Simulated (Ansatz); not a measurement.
## Electronic structure of S$_{4}$W (charge +1, doublet) in real space

| atom | x (Å) | y (Å) | z (Å) |
| --- | --- | --- | --- |
| W | 0.1913 | 0.3991 | 0.4946 |
| S | -1.7898 | 0.8550 | 1.1288 |
| S | 0.8248 | 1.9775 | -0.7871 |
| S | -0.2671 | -1.2705 | -1.1109 |
| S | 1.0408 | -1.9611 | 0.2745 |

Geometry: PBE-D4/def2-SVP; core potentials replace the inner electrons of W.

The calculation used UKS PBE0-D4/def2-TZVP (Ansatz).

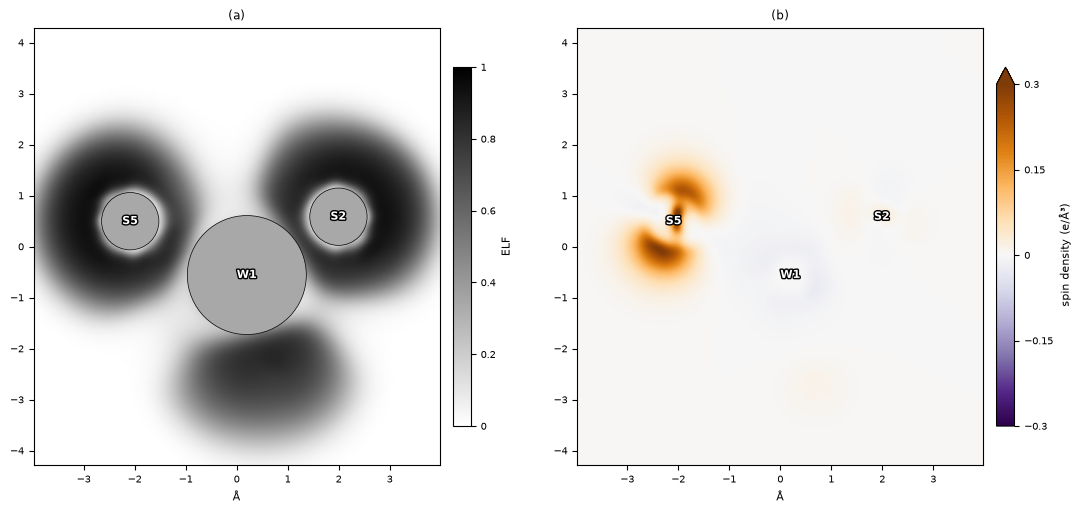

Figure 1. (a) ELF; (b) spin density on the plane of atoms S2, W1 and S5. Grey discs cover the atomic cores in the ELF map.

Read the bonding off the picture.

Answer.
- The section cuts through W and S sites.
- W–S (2.13 Å): the ELF peaks at about 0.75 in the valence shell of S, 0.8 Å from its nucleus, and is about 0.50 at the midpoint.
- The unpaired spin (1 electron) lies mostly on S4 (about 0.5) and S5 (about 0.5), in electrons by Hirshfeld's partition, with opposite, polarisation-induced spin on W1.

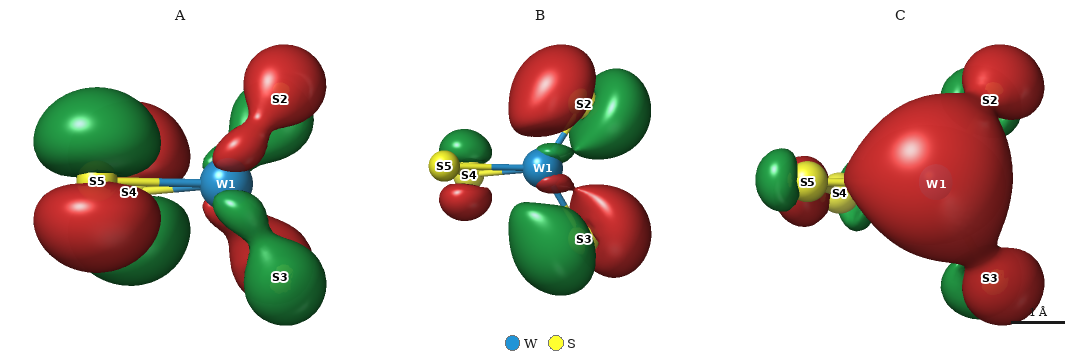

Figure 2. Three frontier orbitals at ±0.08 Å⁻³ᐟ² (green and red are the two phases), in no order.

Order the three orbitals by energy and name them. All are α orbitals.

Answer. A is the HOMO−1 (α) (−12.72 eV). It lies mainly on S4 (about 40 %), S5 (about 40 %), S3 (about 10 %), S2 (about 10 %) and W1 (about 5 %); π-antibonding (π*) across S4–S5. B is the HOMO (α) (−12.33 eV). It lies mainly on S2 (about 40 %), S3 (about 40 %) and W1 (about 10 %); largely a combination of lone pairs on S2 and S3. C is the LUMO (α) (−9.27 eV). It lies mainly on W1 (about 75 %), S2 (about 10 %) and S3 (about 10 %).

What is the gap between the highest occupied and lowest empty α orbitals?

Answer. 3.06 eV between the orbital energies.

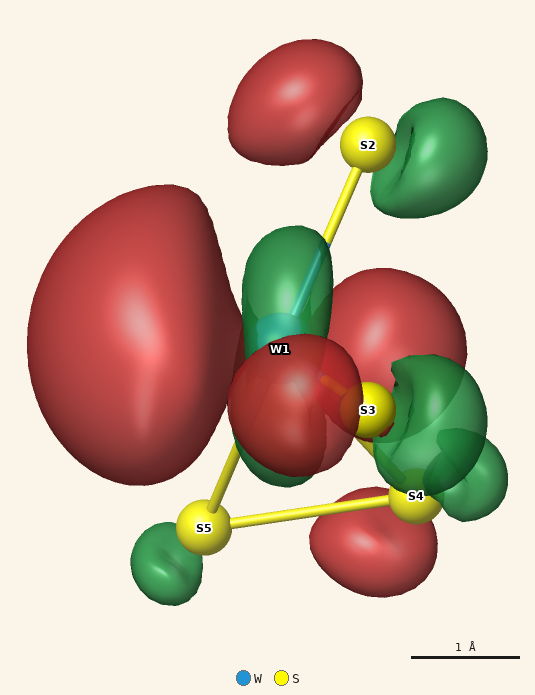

Figure 3. The LUMO (α) at ±0.1 Å⁻³ᐟ² (green and red are the two phases), seen at an oblique angle.

Where does this orbital lie, and at what energy?

Answer. It lies mainly on W1 (about 75 %), S2 (about 10 %) and S3 (about 10 %). Its energy is −9.27 eV.
